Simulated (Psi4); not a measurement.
# BLYP/6-311+G(d,p) run of [SF3]+ (SMILES F[S+](F)F)

What is the vertical ionisation energy of [SF3]+ at BLYP/6-311+G**? 

The results are computed with Psi4 1.11.

4 further runs of the same task are left out: 4 that didn't finish.

**1. Starting point**

[SF3]+: 4 atoms, total charge +1, spin state singlet. As SMILES, `F[S+](F)F`. The shape is that of a PBE0-D4/def2-TZVP optimisation.

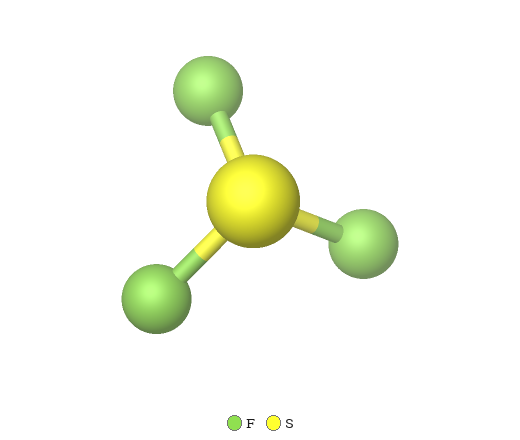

Viewed from a chosen angle; fluorine green, sulfur yellow.

**2. Energy and gradient at BLYP/6-311+G(d,p)**

Contents of f3s.xyz:

```xyz
4
F3S
F      0.623020     0.191030     1.167760
S      0.432770    -0.058560    -0.301740
F     -0.545420    -1.197460    -0.238600
F     -0.510370     1.064990    -0.627420
```

Contents of calc.py:

```python
import psi4

psi4.set_memory(2200000000)
psi4.set_num_threads(1)
psi4.core.set_output_file('run.log', False)

with open('f3s.xyz') as f:
    atoms = ''.join(f.readlines()[2:])
molecule = psi4.geometry('1 1\n' + atoms + 'symmetry c1\nno_reorient\nno_com')

psi4.set_options({
    'reference': 'rks',
    'puream': True,
    'e_convergence': 1e-09,
    'd_convergence': 1e-08,
    'scf_type': 'pk',
    'dft_radial_points': 99,
    'dft_spherical_points': 590,
})

energy_value, wavefunction = psi4.gradient('blyp/6-311+G**', molecule=molecule, return_wfn=True)
psi4.oeprop(wavefunction, 'LOWDIN_CHARGES', 'DIPOLE', 'QUADRUPOLE', title='BLYP')
print('gradient / Eh bohr^-1')
print(energy_value.np.round(6))
print(f'energy = {wavefunction.energy():.10f} Eh')
for k, v in sorted(psi4.core.scalar_variables().items()):
    print(f'{k:45s} {v:18.10f}')
```

Started as:

```bash
python calc.py
```

run.log:

```text
[...]
  Running in c1 symmetry.
[...]
  Nuclear repulsion =  208.144192226354278
[...]
  Multiplicity = 1
[...]
  Nalpha       = 21
  Nbeta        = 21
[...]
    Number of basis functions: 96
[...]
   @RKS iter   1:  -697.25524532893678    8.42234e-01   6.96958e-03 ADIIS/DIIS
[...]
   @RKS iter  10:  -697.37976311548357   -5.68434e-12   4.26185e-09 DIIS
[...]
    Orbital Energies [Eh]
    ---------------------
    Doubly Occupied:
       1A    -88.673894     2A    -24.657295     3A    -24.657292
       4A    -24.657291     5A     -8.230434     6A     -6.259913
       7A     -6.259913     8A     -6.249563     9A     -1.572518
      10A     -1.483251    11A     -1.483250    12A     -1.009262
      13A     -0.864910    14A     -0.864910    15A     -0.830124
      16A     -0.756887    17A     -0.756885    18A     -0.713195
      19A     -0.713195    20A     -0.694745    21A     -0.646120
[...]
  @RKS Final Energy:  -697.37976311548357
   => Energetics <=
    Nuclear Repulsion Energy =            208.1441922263542779
    One-Electron Energy =               -1366.3345291917376016
    Two-Electron Energy =                 517.6500645926997777
    DFT Exchange-Correlation Energy =     -56.8394907428000806
    Empirical Dispersion Energy =           0.0000000000000000
    VV10 Nonlocal Energy =                  0.0000000000000000
    Total Energy =                       -697.3797631154835699
[...]
  -Total Gradient:
     Atom            X                  Y                   Z
    ------   -----------------  -----------------  -----------------
       1       -0.010243586407    -0.009347764098    -0.055529512801
       2       -0.059364027327     0.008031056226     0.041394578980
       3        0.035449010095     0.044994319495    -0.000501630809
       4        0.034148303101    -0.043587538181     0.014736546384
[...]
 Multipole Moments:
 ------------------------------------------------------------------------------------
     Multipole            Electronic (a.u.)      Nuclear  (a.u.)        Total (a.u.)
 ------------------------------------------------------------------------------------
 L = 1.  Multiply by 2.5417464519 to convert [e a0] to [Debye]
 Dipole X            :         -4.9977123            5.7247174            0.7270051
 Dipole Y            :          0.6762634           -0.7746365           -0.0983731
 Dipole Z            :          3.4845621           -3.9914417           -0.5068796
 Magnitude           :                                                    0.8917066
 L = 2.  Multiply by 1.3450342976 to convert [e a0^2] to [Debye ang]
 Quadrupole XX       :        -58.0261874           41.1089123          -16.9172751
 Quadrupole XY       :         -5.9274596            5.8989299           -0.0285297
[...]
```

Standard output:

```text
gradient / Eh bohr^-1
[[-0.010244 -0.009348 -0.05553 ]
 [-0.059364  0.008031  0.041395]
 [ 0.035449  0.044994 -0.000502]
 [ 0.034148 -0.043588  0.014737]]
energy = -697.3797631155 Eh
CURRENT ENERGY                                   -697.3797631155
CURRENT REFERENCE ENERGY                         -697.3797631155
DD SOLVATION ENERGY                                 0.0000000000
DFT FUNCTIONAL TOTAL ENERGY                      -697.3797631155
DFT TOTAL ENERGY                                 -697.3797631155
DFT VV10 ENERGY                                     0.0000000000
DFT XC ENERGY                                     -56.8394907428
GRID ELECTRONS ALPHA                               21.0000004669
GRID ELECTRONS BETA                                21.0000004669
GRID ELECTRONS TOTAL                               42.0000009338
NUCLEAR REPULSION ENERGY                          208.1441922264
ONE-ELECTRON ENERGY                             -1366.3345291917
PCM POLARIZATION ENERGY                             0.0000000000
PE ENERGY                                           0.0000000000
SCF ITERATION ENERGY                             -697.3797631155
SCF ITERATIONS                                     10.0000000000
SCF TOTAL ENERGY                                 -697.3797631155
TWO-ELECTRON ENERGY                               517.6500645927
XC GRID RADIAL POINTS                              99.0000000000
XC GRID SPHERICAL POINTS                          590.0000000000
XC GRID TOTAL POINTS                           227945.0000000000
```

It took 11 s on 1 thread of Intel Xeon Platinum 8488C (Sapphire Rapids), shared host; peak memory 0.85 GiB.

**3. Doublet [SF3]2+, same level**

f3s.xyz is that of step 2.

Contents of f3s.py:

```python
import psi4

psi4.set_memory('2200 MB')
psi4.set_num_threads(1)
psi4.set_output_file('run.log', False)

with open('f3s.xyz') as f:
    atoms = ''.join(f.readlines()[2:])
molecule = psi4.geometry('2 2\n' + atoms + 'symmetry c1')

psi4.set_options({
    'basis': '6-311+G**',
    'reference': 'uks',
    'puream': True,
    'e_convergence': 1e-09,
    'd_convergence': 1e-08,
    'scf_type': 'pk',
    'dft_radial_points': 99,
    'dft_spherical_points': 590,
    'maxiter': 100,
})

E = psi4.gradient("blyp", molecule=molecule)
print('gradient / Eh bohr^-1')
print(E.np.round(6))
```

Started as:

```bash
python f3s.py
```

run.log:

```text
[...]
  Running in c1 symmetry.
[...]
  Nuclear repulsion =  208.144192226354278
[...]
  Multiplicity = 2
[...]
  Nalpha       = 21
  Nbeta        = 20
[...]
    Number of basis functions: 96
[...]
   @UKS iter   1:  -696.39860213522422    1.69888e+00   6.95961e-03 ADIIS/DIIS
[...]
   @UKS iter  13:  -696.57650093627387   -1.95541e-11   3.78575e-09 DIIS
[...]
   @S^2 Observed:                7.521934771E-01
[...]
    Orbital Energies [Eh]
    ---------------------
    Alpha Occupied:
       1A    -89.058763     2A    -25.008389     3A    -25.008385
       4A    -25.008385     5A     -8.607777     6A     -6.636449
       7A     -6.636449     8A     -6.634242     9A     -1.906407
      10A     -1.816740    11A     -1.816739    12A     -1.345824
      13A     -1.191683    14A     -1.191682    15A     -1.163632
      16A     -1.078942    17A     -1.078941    18A     -1.034559
      19A     -1.034559    20A     -1.012656    21A     -1.006016
    Alpha Virtual:
      22A     -0.714088    23A     -0.714087    24A     -0.608647
      25A     -0.401583    26A     -0.328835    27A     -0.318946
[...]
  @UKS Final Energy:  -696.57650093627387
   => Energetics <=
    Nuclear Repulsion Energy =            208.1441922263542779
    One-Electron Energy =               -1351.7671582759467128
    Two-Electron Energy =                 503.4158516560536896
    DFT Exchange-Correlation Energy =     -56.3693865427351994
    Empirical Dispersion Energy =           0.0000000000000000
    VV10 Nonlocal Energy =                  0.0000000000000000
    Total Energy =                       -696.5765009362738738
[...]
 Multipole Moments:
 ------------------------------------------------------------------------------------
     Multipole            Electronic (a.u.)      Nuclear  (a.u.)        Total (a.u.)
 ------------------------------------------------------------------------------------
 L = 1.  Multiply by 2.5417464519 to convert [e a0] to [Debye]
 Dipole X            :          0.2565730            0.5966121            0.8531851
 Dipole Y            :         -0.0347158           -0.0807302           -0.1154460
 Dipole Z            :         -0.1788900           -0.4159756           -0.5948655
 Magnitude           :                                                    1.0464786
[...]
  -Total Gradient:
     Atom            X                  Y                   Z
    ------   -----------------  -----------------  -----------------
       1       -0.036331694409    -0.005790353980    -0.037178241946
       2        0.019132188928    -0.002590313844    -0.013336063282
       3        0.009243741615     0.048412889272     0.017707872383
       4        0.007946253239    -0.039942150775     0.032907143122
[...]
```

Standard output:

```text
gradient / Eh bohr^-1
[[-0.036332 -0.00579  -0.037178]
 [ 0.019132 -0.00259  -0.013336]
 [ 0.009244  0.048413  0.017708]
 [ 0.007946 -0.039942  0.032907]]
```

Wall time 16 s (1 thread of Intel Xeon Platinum 8488C (Sapphire Rapids), shared host); peak memory 0.86 GiB.

**4. Summary of results**

At BLYP/6-311+G**:

```
                                            quantity          value
                        singlet [SF3]+: total energy  -697.37976 Eh
                         singlet [SF3]+: HOMO energy      -17.58 eV
                         singlet [SF3]+: LUMO energy      -10.19 eV
                       singlet [SF3]+: HOMO–LUMO gap        7.39 eV
            singlet [SF3]+: largest force on an atom     3.744 eV/Å
                       doublet [SF3]2+: total energy  -696.57650 Eh
 doublet [SF3]2+: HOMO energy (highest over α and β)      -27.38 eV
  doublet [SF3]2+: LUMO energy (lowest over α and β)      -26.13 eV
                               doublet [SF3]2+: ⟨S²⟩          0.752
           doublet [SF3]2+: largest force on an atom     2.693 eV/Å
vertical ionisation energy (to the doublet dication)      21.858 eV
```

In words: The vertical ionisation energy comes to 21.86 eV (2109 kJ/mol). The largest force (singlet [SF3]+) is 3.74 eV/Å: the shape isn't a stationary point for this species at this level. The negative HOMO energy of the first species, 17.58 eV, lies 4.28 eV below that difference.
